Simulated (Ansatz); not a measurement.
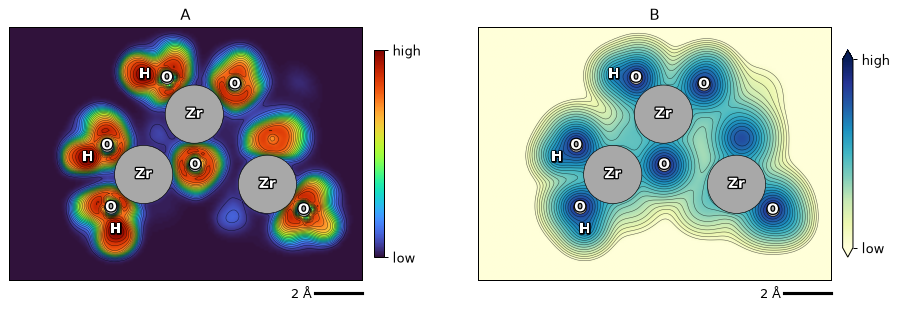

H16O20Zr6: 2 fields on the plane of atoms Zr6, Zr3 and O17, with unlabelled colour scales. Grey discs cover the atomic cores.

Geometry: PBE-D4/def2-SVP; core potentials replace the inner electrons of Zr; not at a stationary point (largest force 0.6 eV/Å).

The calculation used RKS PBE0-D4/def2-SVP (Ansatz 0.2.0).

```xyz
42

Zr    0.8649    2.2476   -1.8378
Zr   -1.8224   -0.0607   -0.7394
Zr    0.0558   -2.7600   -0.0668
Zr   -0.5961    3.1418    0.8949
Zr    2.5002   -0.5108   -0.3506
Zr    0.1617    0.0355    1.8826
O    -3.6950   -0.6843   -0.3901
O    -2.8849    1.4116   -1.7740
O     0.0156   -4.4961   -1.0768
O    -1.4209   -2.0644   -1.4812
O    -0.0320   -0.6830    3.7032
O    -1.3594   -1.4528    1.2024
O    -0.5535    0.7872   -2.4420
O    -1.3457    1.2138    0.8600
O    -1.0805    3.1495   -1.1341
O     0.1342    2.0873    2.6467
O    -0.2879   -3.9294    1.5360
O     1.8980   -2.3850   -1.1914
O     0.3030   -0.5099   -0.2472
O     1.4968   -1.7546    1.4333
O     1.3216    3.4423   -3.2899
O     4.3843   -0.9711   -0.1701
O     1.1823    2.9634    0.0640
O     2.3470    0.9369   -1.6543
O    -1.2421    4.8195    1.6513
O     2.1340    0.7672    1.3185
H    -3.9229   -1.4086    0.2161
H    -3.8345    1.3746   -1.5493
H     0.1041   -4.5557   -2.0434
H    -2.1528   -2.6368   -1.7707
H    -0.1214   -1.5670    4.0942
H    -1.9057   -1.9340    1.8508
H    -1.2675    1.1422   -3.0149
H    -1.9255    2.6775   -1.4537
H     0.8066    2.3761    3.2895
H    -0.3136   -4.8704    1.2768
H     2.5036   -3.1095   -1.4244
H     1.8773   -2.2884    2.1544
H     1.9363    3.8732   -3.8999
H     5.3148   -1.1874   -0.0294
H    -1.6102    5.6586    1.9567
H     2.0329    1.7143    0.9998
```

Match the panels to the quantities (electron density and electron localisation function).

Answer. Panel A: electron localisation function. Panel B: electron density. From the grid: Zr–O (1.94 Å): ρ is about 0.87 e/Å³ halfway; the ELF peaks at about 0.80 in the valence shell of O, 0.5 Å from its nucleus, and drops to about 0.20 between the two atoms. O–H (0.97 Å): ρ at the midpoint is about 3.5 e/Å³; the ELF climbs to about 1 towards the hydrogen, as it does in any bond to H (a covalent bond by its length).
